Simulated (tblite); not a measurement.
**Geometry relaxation of Si4NH9Br (part 1 of 4)**

The run: geometry relaxation of Si4NH9Br, multiplicity 2. Method and program: GFN2-xTB geometry optimisation, gas phase (tblite 0.8.0).

It belongs to a series of runs on one base structure; here: H removed from N.

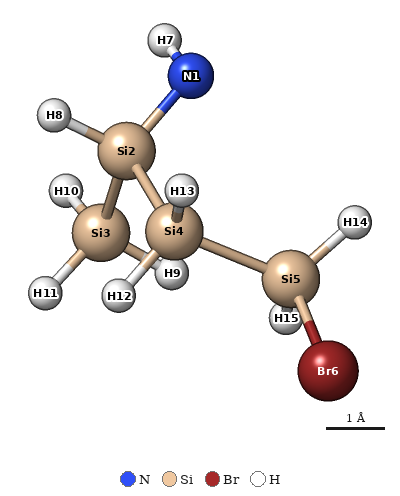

*The structure as given in the input (ball-and-stick view, seen at a tilt; atoms are numbered from 1 in the order of the input).*

Bond lengths as drawn: Br–Si 2.23 Å, H–N 1.04 Å, H–Si 1.48 to 1.52 Å, N–Si 1.75 Å and Si–Si 2.29 to 2.31 Å.

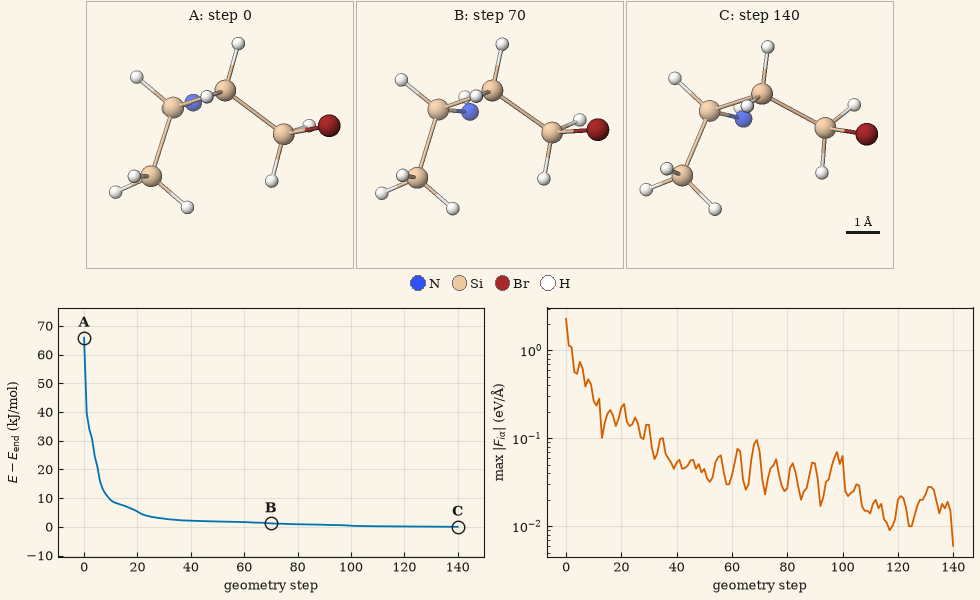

*Frames of the relaxation (ball-and-stick view, seen at a tilt) above the curves, on which the letters mark them (steps are counted from 0).*

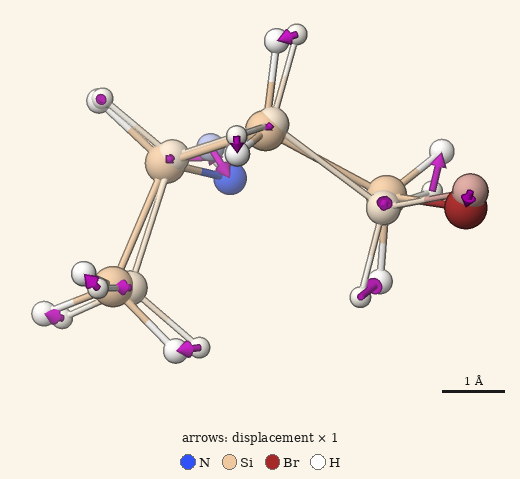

*Start (faint) and end (solid) with the displacements as pink arrows, at true length (ball-and-stick view, seen at a tilt). The two geometries are laid on each other by the best rigid fit.*

The atom that moves furthest after the best rigid fit is H7 (1.00 Å). By element the largest moves are H 1.00 Å, N 0.68 Å, Si 0.35 Å, Br 0.32 Å. Among the contacts that change: N1–Si2 1.755 → 1.639 Å, Si2–Si4 2.315 → 2.372 Å, Si4–H13 1.515 → 1.469 Å, Si3–H10 1.500 → 1.461 Å. Among the angles that change: N1–Si2–H8 107.3° → 126.2°, Si2–N1–H7 107.4° → 125.9°, N1–Si2–Si4 111.4° → 96.8°. The energy falls by 65.9 kJ/mol in 140 geometry steps. The largest force component goes from 2.3 to 0.006 eV/Å. (Atoms are counted from 1 in the order of the input.)

These pictures come from the run below.

Input file
```
{"job": {"kind": "relax", "xc": "GFN2-xTB", "basis": "xTB"}, "charge": 0, "multiplicity": 2}
N     -2.309400     0.674300     0.877300
Si    -1.358800    -0.553600     0.060100
Si    -0.694700    -0.006200    -2.085500
Si     0.625400    -0.968200     1.177900
Si     1.802900     0.983200     1.356800
Br     3.849900     0.537900     2.121300
H     -3.204400     0.763600     0.365000
H     -2.169100    -1.794500     0.036500
H      0.182500     1.194500    -2.097700
H     -1.869800     0.244000    -2.984100
H      0.082600    -1.120800    -2.682500
H      1.414200    -1.985100     0.416000
H      0.394200    -1.579600     2.544700
H      1.233400     1.984400     2.287100
H      2.016800     1.634200     0.023800
```

The first line tells a small driver script what to run in tblite; the rest is the geometry in Å.

Launched with:
```bash
OMP_NUM_THREADS=1 python <driver script> task.json out
```

Output
```
step      E/eV     max force
  0    -502.53069    3.414
  1    -502.80404    1.166
  2    -502.86235    1.202
  3    -502.89515    0.690
  4    -502.95813    0.647
  5    -502.99712    0.770
  6    -503.05022    0.773
  7    -503.07680    0.495
  8    -503.09395    0.555
  9    -503.10557    0.541
 10    -503.11727    0.336
 11    -503.12336    0.252
 12    -503.12754    0.316
 13    -503.13055    0.142
 14    -503.13400    0.170
 15    -503.13663    0.208
 16    -503.14073    0.233
 17    -503.14465    0.212
 18    -503.14873    0.156
 19    -503.15294    0.178
 20    -503.15811    0.230
 21    -503.16399    0.279
 22    -503.16882    0.211
 23    -503.17188    0.159
 24    -503.17442    0.166
 25    -503.17682    0.178
 26    -503.17844    0.183
 27    -503.17993    0.112
 28    -503.18105    0.103
 29    -503.18257    0.153
 30    -503.18372    0.163
 31    -503.18531    0.116
 32    -503.18623    0.069
 33    -503.18702    0.074
 34    -503.18776    0.105
 35    -503.18862    0.108
 36    -503.18944    0.070
 37    -503.19004    0.068
 38    -503.19042    0.055
 39    -503.19077    0.051
 40    -503.19116    0.057
 41    -503.19154    0.060
 42    -503.19187    0.048
 43    -503.19216    0.048
 44    -503.19243    0.052
 45    -503.19271    0.059
 46    -503.19301    0.059
 47    -503.19330    0.053
 48    -503.19358    0.060
 49    -503.19386    0.057
 50    -503.19412    0.052
 51    -503.19431    0.048
 52    -503.19445    0.034
 53    -503.19455    0.039
 54    -503.19469    0.062
 55    -503.19492    0.065
 56    -503.19525    0.067
 57    -503.19556    0.051
 58    -503.19576    0.034
 59    -503.19589    0.038
 60    -503.19607    0.044
 61    -503.19643    0.061
 62    -503.19702    0.090
 63    -503.19764    0.083
 64    -503.19799    0.039
 65    -503.19815    0.033
 66    -503.19829    0.035
 67    -503.19856    0.061
 68    -503.19911    0.095
 69    -503.20000    0.110
 70    -503.20092    0.081
 71    -503.20143    0.039
 72    -503.20161    0.028
 73    -503.20174    0.042
 74    -503.20200    0.059
 75    -503.20243    0.073
 76    -503.20297    0.066
 77    -503.20336    0.042
 78    -503.20355    0.036
 79    -503.20367    0.034
 80    -503.20379    0.037
 81    -503.20397    0.053
 82    -503.20421    0.054
 83    -503.20447    0.041
 84    -503.20467    0.029
 85    -503.20481    0.028
 86    -503.20488    0.033
 87    -503.20497    0.030
 88    -503.20516    0.039
 89    -503.20551    0.055
 90    -503.20595    0.054
 91    -503.20626    0.036
 92    -503.20642    0.020
 93    -503.20651    0.024
 94    -503.20660    0.035
 95    -503.20675    0.038
 96    -503.20703    0.052
 97    -503.20747    0.065
 98    -503.20806    0.084
 99    -503.20867    0.061
100    -503.20948    0.068
101    -503.20977    0.035
102    -503.20991    0.029
103    -503.21007    0.025
104    -503.21023    0.026
105    -503.21052    0.034
106    -503.21082    0.033
107    -503.21103    0.019
108    -503.21112    0.018
109    -503.21117    0.018
110    -503.21122    0.018
111    -503.21130    0.020
112    -503.21143    0.023
113    -503.21158    0.020
114    -503.21170    0.021
115    -503.21177    0.015
116    -503.21180    0.014
117    -503.21182    0.012
118    -503.21185    0.011
119    -503.21189    0.014
120    -503.21197    0.021
121    -503.21207    0.024
122    -503.21217    0.030
123    -503.21224    0.022
124    -503.21228    0.012
125    -503.21230    0.012
126    -503.21233    0.017
127    -503.21238    0.024
128    -503.21245    0.029
129    -503.21253    0.026
130    -503.21263    0.027
131    -503.21273    0.032
132    -503.21285    0.030
133    -503.21296    0.029
134    -503.21304    0.022
135    -503.21308    0.018
136    -503.21312    0.022
137    -503.21317    0.020
138    -503.21322    0.023
139    -503.21325    0.016
140    -503.21327    0.008
```

Trajectory as extended XYZ (Å, eV, eV/Å), 54 of the 141 frames kept, from step=0 to step=140
```
15
Properties=species:S:1:pos:R:3:forces:R:3 step=0 energy=-502.53069
N    -2.3094    0.6743    0.8773    1.3140  -1.6710  -2.2810
Si   -1.3588   -0.5536    0.0601   -2.2900   1.6860   1.8900
Si   -0.6947   -0.0062   -2.0855    0.0920   0.2640  -1.0090
Si    0.6254   -0.9682    1.1779   -0.0080  -0.7330   0.6110
Si    1.8029    0.9832    1.3568   -0.1400   0.7050  -0.1970
Br    3.8499    0.5379    2.1213   -0.0430   0.1140  -0.0500
H    -3.2044    0.7636    0.3650    0.4210  -0.0070   0.8130
H    -2.1691   -1.7945    0.0365    0.2420  -0.1220  -0.3120
H     0.1825    1.1945   -2.0977   -0.2880  -0.3210   0.0450
H    -1.8698    0.2440   -2.9841    0.4840  -0.0900   0.4480
H     0.0826   -1.1208   -2.6825   -0.1770   0.2220   0.1720
H     1.4142   -1.9851    0.4160   -0.1490   0.1940   0.2270
H     0.3942   -1.5796    2.5447    0.1460   0.2270  -0.6700
H     1.2334    1.9844    2.2871    0.3210  -0.2740  -0.2540
H     2.0168    1.6342    0.0238    0.0770  -0.1940   0.5660
15
Properties=species:S:1:pos:R:3:forces:R:3 step=3 energy=-502.89515
N    -2.2826    0.6572    0.8071    0.3520   0.5690  -0.1690
Si   -1.4147   -0.5369    0.1053    0.1730  -0.5150  -0.1180
Si   -0.6901    0.0009   -2.1160    0.0460  -0.0460   0.0940
Si    0.6211   -0.9878    1.1953   -0.1210   0.1520  -0.1180
Si    1.7939    1.0018    1.3487   -0.1290  -0.1780  -0.0020
Br    3.8465    0.5448    2.1181   -0.0840   0.1190  -0.0620
H    -3.1945    0.7678    0.4048   -0.5150   0.2090   0.3270
H    -2.1548   -1.8045    0.0186    0.1220  -0.3540  -0.2790
H     0.1707    1.1828   -2.0958   -0.0530  -0.0040   0.0230
H    -1.8523    0.2411   -2.9664    0.0040   0.0100   0.0660
H     0.0755   -1.1131   -2.6750   -0.0100  -0.0270   0.0380
H     1.4073   -1.9776    0.4264   -0.0570   0.0350   0.1030
H     0.3998   -1.5731    2.5204    0.0240  -0.0640  -0.0140
H     1.2476    1.9764    2.2790    0.1240   0.0510   0.0280
H     2.0223    1.6282    0.0464    0.1250   0.0440   0.0830
15
Properties=species:S:1:pos:R:3:forces:R:3 step=5 energy=-502.99712
N    -2.2481    0.7136    0.7388    0.2510  -0.3960  -0.5740
Si   -1.4290   -0.5851    0.1176   -0.2050   0.7420  -0.0100
Si   -0.6826    0.0001   -2.1245   -0.0900  -0.1520   0.5190
Si    0.6047   -0.9847    1.1939   -0.1240   0.2430  -0.2420
Si    1.7745    0.9954    1.3435    0.0310  -0.2550   0.1570
Br    3.8354    0.5621    2.1094   -0.0550   0.0600  -0.0360
H    -3.2263    0.7913    0.4738    0.1630   0.1010   0.3640
H    -2.1324   -1.8499   -0.0234   -0.1000  -0.4710  -0.1670
H     0.1579    1.1756   -2.0918    0.1480   0.2220   0.0360
H    -1.8413    0.2403   -2.9481   -0.2750   0.0500  -0.1560
H     0.0703   -1.1117   -2.6662    0.1460  -0.2290  -0.0810
H     1.3968   -1.9692    0.4440    0.0440  -0.0660  -0.0250
H     0.4059   -1.5759    2.5035   -0.0360  -0.1540   0.2850
H     1.2702    1.9768    2.2769   -0.0070   0.1560   0.1440
H     2.0396    1.6293    0.0695    0.1080   0.1490  -0.2140
15
Properties=species:S:1:pos:R:3:forces:R:3 step=8 energy=-503.09395
N    -2.2192    0.7544    0.6224   -0.1050   0.0180   0.0130
Si   -1.4608   -0.6003    0.1063   -0.0620  -0.2860  -0.4710
Si   -0.6845   -0.0124   -2.0929   -0.0270   0.0110  -0.0340
Si    0.5737   -0.9717    1.1806   -0.0440  -0.1180   0.1100
Si    1.7606    0.9821    1.3482    0.0730   0.2250  -0.0370
Br    3.8217    0.5844    2.0984    0.0980  -0.0450   0.0500
H    -3.2267    0.8273    0.5873    0.1070   0.1050   0.1720
H    -2.1097   -1.9295   -0.0816    0.0690   0.1090   0.0460
H     0.1557    1.1840   -2.0830   -0.0140  -0.0670   0.0510
H    -1.8492    0.2420   -2.9379    0.0310  -0.0390   0.0530
H     0.0762   -1.1284   -2.6615   -0.0170   0.0270   0.0620
H     1.3887   -1.9653    0.4594   -0.0080  -0.0030  -0.0580
H     0.4090   -1.5892    2.5049   -0.0490   0.0210   0.0150
H     1.2942    1.9893    2.2866   -0.0300   0.0310   0.0500
H     2.0660    1.6414    0.0798   -0.0240   0.0100  -0.0220
15
Properties=species:S:1:pos:R:3:forces:R:3 step=11 energy=-503.12336
N    -2.2096    0.7593    0.5516   -0.1060  -0.0840   0.0950
Si   -1.4929   -0.6234    0.0462    0.1510  -0.0250  -0.0680
Si   -0.6879   -0.0180   -2.0812    0.0810   0.0370  -0.2360
Si    0.5526   -0.9747    1.1844    0.0700   0.1150  -0.0260
Si    1.7609    0.9993    1.3476   -0.0610  -0.0540   0.0010
Br    3.8269    0.5904    2.0992    0.0190  -0.0390   0.0270
H    -3.2071    0.8618    0.6746    0.1430   0.0370   0.0930
H    -2.0924   -1.9649   -0.1075   -0.0820  -0.0410   0.0520
H     0.1532    1.1795   -2.0706   -0.0260  -0.0990   0.0390
H    -1.8509    0.2377   -2.9268    0.0390  -0.0330   0.0010
H     0.0776   -1.1343   -2.6506   -0.0330   0.0720   0.0530
H     1.3825   -1.9630    0.4601   -0.0680   0.0530  -0.0050
H     0.4025   -1.5945    2.5105   -0.0760   0.0360  -0.0090
H     1.3028    2.0017    2.2996   -0.0140   0.0050   0.0020
H     2.0775    1.6512    0.0796   -0.0360   0.0210  -0.0190
15
Properties=species:S:1:pos:R:3:forces:R:3 step=13 energy=-503.13055
N    -2.2094    0.7483    0.5511    0.0890  -0.1010   0.0440
Si   -1.4907   -0.6273    0.0262    0.0840   0.0730   0.0780
Si   -0.6851   -0.0164   -2.0928   -0.0030  -0.0080  -0.0550
Si    0.5541   -0.9711    1.1858    0.0090   0.1010  -0.0400
Si    1.7604    1.0034    1.3473   -0.0040  -0.0540   0.0300
Br    3.8312    0.5869    2.1023   -0.0610  -0.0120  -0.0090
H    -3.1994    0.8693    0.6901    0.0340  -0.0040   0.0930
H    -2.0953   -1.9666   -0.1039   -0.0740  -0.0760   0.0200
H     0.1523    1.1729   -2.0661    0.0610   0.0350   0.0190
H    -1.8493    0.2346   -2.9259   -0.0510  -0.0010  -0.0950
H     0.0762   -1.1309   -2.6458    0.0610  -0.0520  -0.0400
H     1.3784   -1.9604    0.4575   -0.0530   0.0450   0.0030
H     0.3959   -1.5925    2.5121   -0.0670   0.0490  -0.0430
H     1.3009    2.0040    2.3024    0.0050  -0.0100  -0.0190
H     2.0752    1.6538    0.0765   -0.0290   0.0140   0.0130
15
Properties=species:S:1:pos:R:3:forces:R:3 step=16 energy=-503.14073
N    -2.1968    0.7278    0.5670   -0.0560   0.0960   0.0890
Si   -1.4737   -0.6317    0.0154   -0.1490  -0.1360   0.0240
Si   -0.6831   -0.0158   -2.1148   -0.0260  -0.0300   0.0520
Si    0.5557   -0.9539    1.1821   -0.0810  -0.0600   0.0030
Si    1.7609    1.0029    1.3505    0.0340   0.0890  -0.0160
Br    3.8259    0.5802    2.1046   -0.0190  -0.0100  -0.0020
H    -3.1854    0.8737    0.7188    0.2100  -0.0910   0.0410
H    -2.1083   -1.9737   -0.0949    0.0650   0.0880  -0.0050
H     0.1613    1.1708   -2.0590    0.0160   0.0020  -0.0220
H    -1.8548    0.2311   -2.9419    0.0120   0.0050  -0.0780
H     0.0854   -1.1355   -2.6487    0.0480  -0.0270  -0.0660
H     1.3657   -1.9500    0.4546    0.0040   0.0080  -0.0140
H     0.3771   -1.5799    2.5043   -0.0480   0.0610  -0.0520
H     1.2992    2.0043    2.3018    0.0030   0.0080   0.0040
H     2.0665    1.6575    0.0772   -0.0150  -0.0020   0.0430
15
Properties=species:S:1:pos:R:3:forces:R:3 step=18 energy=-503.14873
N    -2.1799    0.7147    0.5727    0.0370   0.1030   0.0780
Si   -1.4773   -0.6465    0.0001   -0.1380  -0.0030   0.0230
Si   -0.6839   -0.0192   -2.1288    0.0210  -0.0500   0.0330
Si    0.5465   -0.9413    1.1783   -0.0430  -0.0090  -0.0660
Si    1.7629    1.0107    1.3526   -0.0730  -0.0100  -0.0110
Br    3.8193    0.5746    2.1062    0.0370  -0.0140   0.0120
H    -3.1557    0.8770    0.7678    0.1140  -0.1020   0.0290
H    -2.1129   -1.9829   -0.0928    0.0350   0.0170  -0.0260
H     0.1707    1.1685   -2.0520   -0.0800  -0.1050  -0.0540
H    -1.8592    0.2276   -2.9620    0.1290  -0.0070  -0.0180
H     0.0986   -1.1434   -2.6554   -0.0360   0.0910  -0.0360
H     1.3525   -1.9387    0.4514    0.0300  -0.0140  -0.0150
H     0.3538   -1.5640    2.4937   -0.0480   0.0190   0.0300
H     1.3001    2.0077    2.3039   -0.0060   0.0480   0.0430
H     2.0598    1.6632    0.0814    0.0200   0.0360  -0.0230
15
Properties=species:S:1:pos:R:3:forces:R:3 step=21 energy=-503.16399
N    -2.1365    0.7123    0.5801    0.0930  -0.0410   0.0410
Si   -1.5100   -0.6718   -0.0267    0.1240   0.2460  -0.0420
Si   -0.6847   -0.0369   -2.1432   -0.0230  -0.0590   0.0490
Si    0.5179   -0.9197    1.1593    0.0640   0.0040  -0.0230
Si    1.7522    1.0244    1.3554   -0.0780  -0.0390   0.0120
Br    3.8097    0.5650    2.1090   -0.0340  -0.0040  -0.0160
H    -3.0805    0.8709    0.8825   -0.0850  -0.0100   0.0540
H    -2.1142   -2.0110   -0.1022   -0.1000  -0.1010  -0.0210
H     0.1736    1.1468   -2.0477   -0.0870  -0.0900  -0.0530
H    -1.8435    0.2196   -3.0012    0.1570  -0.0170   0.0120
H     0.1183   -1.1452   -2.6747   -0.0540   0.0750  -0.0260
H     1.3317   -1.9195    0.4452    0.0260  -0.0250  -0.0020
H     0.3018   -1.5315    2.4769   -0.0360   0.0070   0.0190
H     1.3050    2.0231    2.3158    0.0040   0.0140   0.0190
H     2.0547    1.6817    0.0884    0.0300   0.0390  -0.0210
```
